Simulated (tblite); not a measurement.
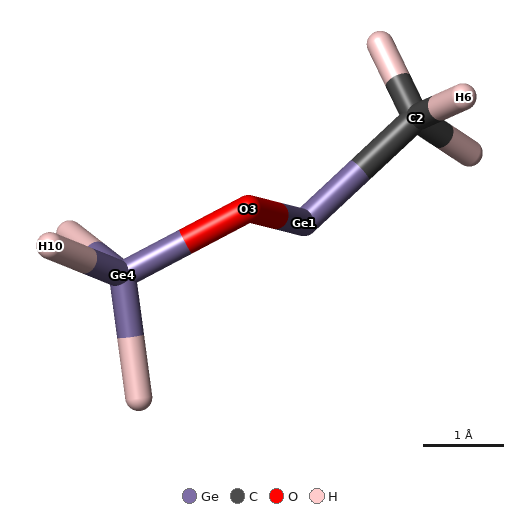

**Figure 1.** The input geometry (stick view, seen at a tilt; atoms are numbered from 1 in the order of the input). Sticks mark near contacts.

Geometry relaxation, with input and output: CH$_{6}$Ge$_{2}$O

The run: geometry relaxation of CH$_{6}$Ge$_{2}$O, SMILES [CH3][Ge][O][GeH3]. Method and program: GFN2-xTB geometry optimisation, gas phase (tblite 0.8.0).

**Log**
```
step      E/eV     max force
  0    -357.48795    2.318
  1    -357.64255    1.422
  2    -357.73005    0.676
  3    -357.75977    0.693
  4    -357.79409    0.633
  5    -357.80802    0.574
  6    -357.82782    0.437
  7    -357.84933    0.622
  8    -357.88273    0.641
  9    -357.92536    0.771
 10    -357.98260    0.821
 11    -358.02848    0.826
 12    -358.07256    0.649
 13    -358.11086    0.548
 14    -358.13393    0.593
 15    -358.17470    0.594
 16    -358.21071    0.576
 17    -358.24445    0.413
 18    -358.25290    0.324
 19    -358.26158    0.274
 20    -358.26500    0.186
 21    -358.26995    0.187
 22    -358.27549    0.261
 23    -358.28216    0.270
 24    -358.28793    0.200
 25    -358.29215    0.163
 26    -358.29563    0.174
 27    -358.29913    0.267
 28    -358.30315    0.297
 29    -358.30743    0.236
 30    -358.31117    0.129
 31    -358.31403    0.149
 32    -358.31642    0.137
 33    -358.31912    0.159
 34    -358.32259    0.189
 35    -358.32538    0.181
 36    -358.32968    0.200
 37    -358.33327    0.195
 38    -358.34256    0.379
 39    -358.34772    0.336
 40    -358.35503    0.314
 41    -358.36693    0.194
 42    -358.36985    0.182
 43    -358.37338    0.132
 44    -358.37679    0.128
 45    -358.37860    0.151
 46    -358.38490    0.165
 47    -358.39033    0.151
 48    -358.39408    0.102
 49    -358.39611    0.107
 50    -358.39736    0.095
 51    -358.39814    0.083
 52    -358.39868    0.067
 53    -358.39939    0.049
 54    -358.39961    0.043
 55    -358.39985    0.043
 56    -358.40011    0.047
 57    -358.40061    0.056
 58    -358.40131    0.069
 59    -358.40209    0.073
 60    -358.40264    0.047
 61    -358.40297    0.045
 62    -358.40324    0.038
 63    -358.40356    0.042
 64    -358.40391    0.053
 65    -358.40418    0.032
 66    -358.40435    0.034
 67    -358.40445    0.035
 68    -358.40455    0.025
 69    -358.40464    0.016
 70    -358.40469    0.014
 71    -358.40471    0.013
 72    -358.40474    0.011
 73    -358.40477    0.012
 74    -358.40480    0.011
 75    -358.40481    0.008
 76    -358.40482    0.006
```

**Trajectory as extended XYZ (Å, eV, eV/Å), 11 of the 27 frames kept, from step=0 to step=76**
```
10
Properties=species:S:1:pos:R:3:forces:R:3 step=0 energy=-357.48795
Ge    0.4142   -0.6069   -0.2412   -1.0190  -1.3210  -1.6090
C     2.3054   -0.3374    0.1376    1.7730   0.6620   0.0730
O    -0.6099    0.2305    0.9490   -0.4160   0.5610   0.4720
Ge   -2.2144    0.3742    0.1782   -0.3810   0.2270  -0.4290
H     2.8434   -1.2108   -0.3223   -0.3520   0.6490   0.5840
H     2.5499   -0.2580    1.2145    0.2670   0.1180  -0.6670
H     2.6865    0.5603   -0.4514   -0.3150  -0.8400   0.9490
H    -1.9053    0.8849   -1.2829   -0.3190  -0.1870   0.6120
H    -2.8892   -1.0213    0.0748    0.2700   0.5030   0.0920
H    -3.1243    1.3970    0.9011    0.4920  -0.3730  -0.0770
10
Properties=species:S:1:pos:R:3:forces:R:3 step=9 energy=-357.92536
Ge    0.3968   -0.8622   -0.3597    0.4400  -0.5240  -0.3550
C     2.2949   -0.3348    0.1536    0.4090  -0.0400   0.1510
O    -0.5803    0.1914    0.6870   -0.1630   0.4340   0.3680
Ge   -2.2337    0.4223    0.1572   -0.1190   0.1120  -0.2720
H     2.9240   -1.1550   -0.2066    0.0320   0.0300  -0.1140
H     2.5690   -0.1977    1.1920   -0.3340  -0.0990   0.4380
H     2.6588    0.5719   -0.3193   -0.1480   0.1490  -0.3820
H    -2.0979    0.9119   -1.2587   -0.1740   0.1270  -0.0200
H    -2.8710   -0.9222    0.1059   -0.1920  -0.1700   0.0640
H    -3.0043    1.3869    1.0060    0.2500  -0.0190   0.1220
10
Properties=species:S:1:pos:R:3:forces:R:3 step=15 energy=-358.17470
Ge    0.5772   -1.1714   -0.3833   -0.3800   0.3790   0.2550
C     2.3379   -0.3463    0.2098    0.2640  -0.1070  -0.0920
O    -0.5483    0.1601    0.2950    0.3230  -0.3470  -0.1910
Ge   -2.2456    0.4642    0.0934   -0.0710  -0.0370  -0.1380
H     3.1154   -1.0721   -0.1029   -0.1580   0.4130   0.2710
H     2.4019   -0.1864    1.2962    0.0100  -0.0380  -0.3920
H     2.5353    0.6043   -0.3061   -0.0550  -0.2430   0.2180
H    -2.4208    1.0380   -1.2923   -0.0480   0.0520   0.1390
H    -2.9474   -0.8612    0.1696   -0.1250  -0.0200   0.0100
H    -2.7494    1.3835    1.1780    0.2390  -0.0520  -0.0800
10
Properties=species:S:1:pos:R:3:forces:R:3 step=24 energy=-358.28793
Ge    0.6062   -1.3162   -0.3494    0.1260   0.0720   0.0150
C     2.3230   -0.3458    0.2331    0.0710  -0.0150   0.0510
O    -0.5454    0.0536   -0.0594    0.0320  -0.1560  -0.0130
Ge   -2.2325    0.4426    0.0387   -0.1420   0.0180   0.0220
H     3.2172   -0.9483    0.0330   -0.1700   0.0610  -0.0870
H     2.3060   -0.1761    1.3126   -0.0900   0.0760  -0.0530
H     2.4408    0.6217   -0.2616   -0.0480  -0.1030   0.0660
H    -2.6267    1.1552   -1.2294    0.0700  -0.0570   0.0340
H    -3.0509   -0.8260    0.2113    0.0990   0.1710  -0.0180
H    -2.3814    1.3519    1.2282    0.0500  -0.0670  -0.0180
10
Properties=species:S:1:pos:R:3:forces:R:3 step=30 energy=-358.31117
Ge    0.6552   -1.3772   -0.3599   -0.1130   0.0290  -0.0500
C     2.2880   -0.3241    0.2633    0.0100   0.0250  -0.0440
O    -0.5727   -0.0623   -0.1877    0.0220  -0.1180   0.0100
Ge   -2.2169    0.4425    0.0316    0.1040  -0.0600   0.0210
H     3.1855   -0.9087    0.0443   -0.0020   0.0660   0.1110
H     2.2456   -0.1256    1.3340    0.0280  -0.0790   0.0280
H     2.3815    0.6382   -0.2344   -0.0420   0.0540  -0.0900
H    -2.6449    1.1842   -1.1954    0.0520   0.0490  -0.0740
H    -3.0775   -0.7786    0.2191   -0.0170   0.0490   0.0580
H    -2.1877    1.3242    1.2424   -0.0430  -0.0130   0.0300
10
Properties=species:S:1:pos:R:3:forces:R:3 step=39 energy=-358.34772
Ge    0.7548   -1.5056   -0.4575   -0.3180  -0.0270  -0.1040
C     2.1714   -0.2556    0.2919    0.2340  -0.0690   0.0020
O    -0.6929   -0.4363   -0.4040    0.1940  -0.1380   0.0180
Ge   -2.1203    0.4325    0.0274   -0.0340  -0.3230   0.0430
H     3.1434   -0.7335    0.1431    0.0470   0.0420  -0.0330
H     2.0820   -0.0661    1.3599   -0.1460   0.0770   0.0260
H     2.1812    0.6931   -0.2403   -0.0310   0.0910   0.0390
H    -2.4951    1.2763   -1.1448    0.0110   0.0680  -0.0850
H    -3.1732   -0.6096    0.3304    0.0380   0.1160  -0.0380
H    -1.7951    1.2175    1.2512    0.0050   0.1620   0.1320
10
Properties=species:S:1:pos:R:3:forces:R:3 step=48 energy=-358.39408
Ge    0.7919   -1.5639   -0.6009    0.0360  -0.0940  -0.0100
C     2.0637   -0.2060    0.2631    0.0660   0.0080  -0.0250
O    -0.7818   -0.7811   -0.3474    0.0450   0.0620   0.0340
Ge   -1.9944    0.3771    0.0788   -0.0450   0.0310  -0.0180
H     3.0961   -0.5579    0.1809   -0.0700   0.0150   0.0590
H     1.8408   -0.0402    1.3199   -0.0110  -0.0150  -0.0880
H     2.0062    0.7540   -0.2530   -0.0530   0.0130   0.0340
H    -2.1791    1.2640   -1.1129   -0.0070   0.0250  -0.0770
H    -3.2298   -0.4228    0.3661    0.0050  -0.0100   0.0300
H    -1.5574    1.1893    1.2627    0.0330  -0.0330   0.0600
10
Properties=species:S:1:pos:R:3:forces:R:3 step=54 energy=-358.39961
Ge    0.7984   -1.5785   -0.6017   -0.0150  -0.0030   0.0110
C     2.0694   -0.2108    0.2489   -0.0140  -0.0330  -0.0200
O    -0.7582   -0.7604   -0.3247   -0.0010   0.0320  -0.0060
Ge   -1.9955    0.3857    0.0781    0.0380  -0.0170   0.0130
H     3.1081   -0.5420    0.1963   -0.0300   0.0150   0.0040
H     1.8122   -0.0617    1.2979   -0.0050   0.0110   0.0190
H     1.9926    0.7532   -0.2546   -0.0080   0.0100  -0.0050
H    -2.1770    1.2604   -1.1274    0.0020   0.0070  -0.0110
H    -3.2288   -0.4220    0.3688    0.0300   0.0000   0.0040
H    -1.5649    1.1886    1.2759    0.0020  -0.0230  -0.0100
10
Properties=species:S:1:pos:R:3:forces:R:3 step=63 energy=-358.40356
Ge    0.8045   -1.6156   -0.6070    0.0030  -0.0260  -0.0080
C     2.0018   -0.1903    0.2503   -0.0280  -0.0230  -0.0200
O    -0.7794   -0.8408   -0.3791    0.0050   0.0060  -0.0220
Ge   -1.9286    0.3730    0.0763    0.0070   0.0210   0.0050
H     3.0546   -0.4711    0.2239    0.0090  -0.0010   0.0070
H     1.7125   -0.0430    1.2910    0.0000   0.0070   0.0370
H     1.8896    0.7646   -0.2633   -0.0090   0.0200  -0.0200
H    -2.0998    1.2789   -1.1094    0.0110  -0.0080   0.0150
H    -3.1969   -0.3586    0.4041    0.0100  -0.0250  -0.0050
H    -1.4020    1.1155    1.2707   -0.0080   0.0290   0.0100
10
Properties=species:S:1:pos:R:3:forces:R:3 step=69 energy=-358.40464
Ge    0.8043   -1.6269   -0.6021   -0.0050   0.0040  -0.0050
C     1.9899   -0.1916    0.2521    0.0120  -0.0010   0.0110
O    -0.7743   -0.8347   -0.4029    0.0050  -0.0070   0.0100
Ge   -1.9174    0.3757    0.0772   -0.0030   0.0010   0.0020
H     3.0455   -0.4648    0.2287   -0.0110   0.0090   0.0050
H     1.7008   -0.0390    1.2937    0.0010  -0.0030  -0.0100
H     1.8709    0.7605   -0.2675   -0.0040  -0.0120  -0.0030
H    -2.0928    1.2833   -1.1052   -0.0060   0.0080   0.0100
H    -3.1777   -0.3693    0.4086    0.0100  -0.0020  -0.0060
H    -1.3929    1.1194    1.2746    0.0000   0.0020  -0.0130
10
Properties=species:S:1:pos:R:3:forces:R:3 step=76 energy=-358.40482
Ge    0.8048   -1.6302   -0.6038    0.0030   0.0050   0.0000
C     1.9869   -0.1930    0.2525    0.0000   0.0020   0.0020
O    -0.7728   -0.8372   -0.4026    0.0010  -0.0010   0.0000
Ge   -1.9134    0.3758    0.0773    0.0030  -0.0030   0.0020
H     3.0443   -0.4573    0.2334    0.0000  -0.0050   0.0010
H     1.6930   -0.0396    1.2923   -0.0020   0.0000  -0.0030
H     1.8623    0.7563   -0.2708   -0.0020  -0.0010   0.0000
H    -2.0915    1.2883   -1.1004   -0.0020   0.0020  -0.0040
H    -3.1718   -0.3709    0.4081   -0.0010   0.0000   0.0010
H    -1.3855    1.1203    1.2716    0.0000   0.0010   0.0010
```

The run was set up as follows.

**Input file**
```
{"job": {"kind": "relax", "xc": "GFN2-xTB", "basis": "xTB"}, "charge": 0, "multiplicity": 1}
Ge     0.414212    -0.606895    -0.241235
C      2.305363    -0.337422     0.137629
O     -0.609872     0.230492     0.948976
Ge    -2.214391     0.374226     0.178196
H      2.843376    -1.210775    -0.322291
H      2.549907    -0.258008     1.214478
H      2.686530     0.560305    -0.451374
H     -1.905347     0.884938    -1.282905
H     -2.889213    -1.021285     0.074763
H     -3.124337     1.397035     0.901142
```

The first line tells a small driver script what to run in tblite; the rest is the geometry in Å.

Run as:
```bash
OMP_NUM_THREADS=1 python <driver script> task.json out
```

**Summary**

```json
{"quantity": "outcome", "value": "converged"}
{"quantity": "total energy", "value": "−358.4048 eV"}
{"quantity": "hardware", "value": "1 CPU thread, shared host"}
{"quantity": "wall time", "value": "1.2 s"}
{"quantity": "peak memory", "value": "0.18 GiB"}
```
